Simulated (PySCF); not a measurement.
```csv
atom,x (Å),y (Å),z (Å)
W,0.0000,0.0000,-0.1045
C,0.0000,0.0000,1.6015
```

⟨S²⟩ = 2.05, above the pure value of 2.00; core potentials replace the inner electrons of W.

Computed with PBE0/cc-pVDZ(-PP), non-relativistic Hamiltonian with scalar-relativistic core potentials where named, at a bond length of 1.706 Å (PySCF 2.14.0).

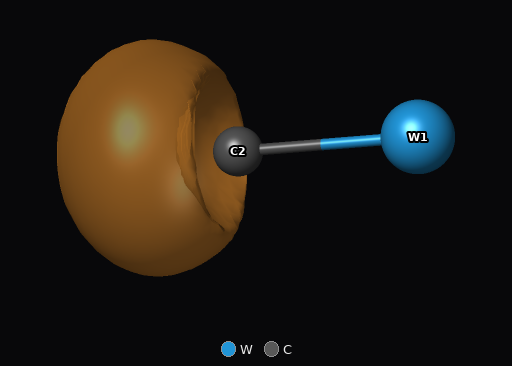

WC (triplet). Isosurface of the ELF at 0.8 (orange), seen from one side. Only the valence region is drawn (cores and ρ < 0.01 e/Å³ removed).

Where are the electrons localised?

Answer. At this value the surface marks out one lobe on C, pointing away from the bonds (non-bonding electrons).

Values along the shortest contacts:
C–W (1.71 Å): the ELF peaks at about 0.75 in the valence shell of C, 0.5 Å from its nucleus, and is about 0.50 at the midpoint.
